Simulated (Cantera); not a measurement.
A closed system holds: 1 mol Si₃N₄, 0.25 mol O₂, 1 mol H₂, held at 133 Pa.

Method: chemical equilibrium by Gibbs-energy minimisation in Cantera with the NASA 1993 tables (ideal gas, pure condensed phases). Candidate condensed phases: H₂O, Si, SiO₂, Si₂N₂O, Si₃N₄; 35 gas species. Mutual solubility and eutectic melting of coexisting phases are not modelled. The tables' values for SiN are old estimates; treat these amounts as uncertain. Gases not in the tables: Si₂H₆ and higher silanes. Equilibrium is a limit: real reactors are often held back by kinetics, nucleation or transport.

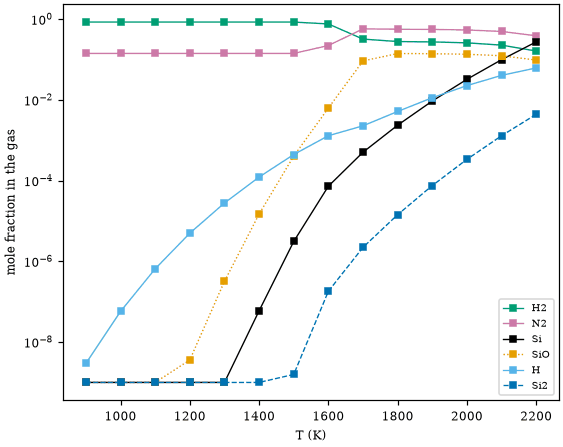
Figure: Equilibrium gas composition (values under 1e-9 drawn at 1e-9)

### Question
Read off the mole fractions at 1400 K.

### Answer
H₂ about 0.86, N₂ about 0.14, H about 0.00012, SiO about 1.5e-5, Si about 6.0e-8.
